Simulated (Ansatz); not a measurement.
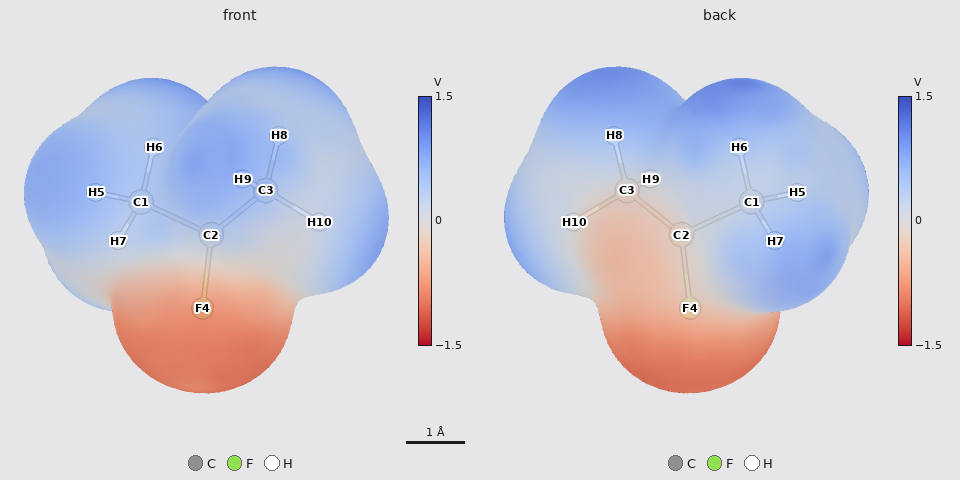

The picture shows: C₃H₆F (SMILES C[C](C)F) (doublet). The electrostatic potential painted on the density surface at 0.002 e/bohr³, seen from the front and from behind; the colour scale runs from red (negative) to blue (positive).

Geometry: B3LYP/6-31G*.

Method: isolated molecule in a Gaussian basis; Kohn-Sham density functional theory, functional PBE0 in Ansatz.

```xyz
10

C    -0.8644   -0.1697   -1.2338
C    -0.0946    0.3716   -0.0798
C    -0.5445    0.2968    1.3378
F     1.2568    0.2356   -0.2232
H    -0.8244   -1.2730   -1.2804
H    -1.9181    0.1194   -1.1638
H    -0.4615    0.2083   -2.1805
H    -1.5962    0.5889    1.4243
H    -0.4471   -0.7229    1.7524
H     0.0549    0.9613    1.9708
```

**Describe the electrostatic potential map.**

The most negative region (about −1.0 V, or −23 kcal/mol for a unit charge) lies over F4, the most positive (about +1.0 V, or +23 kcal/mol for a unit charge) over H6 and H8.

**What dipole moment does the calculation give?**

Its dipole moment is 1.76 D.
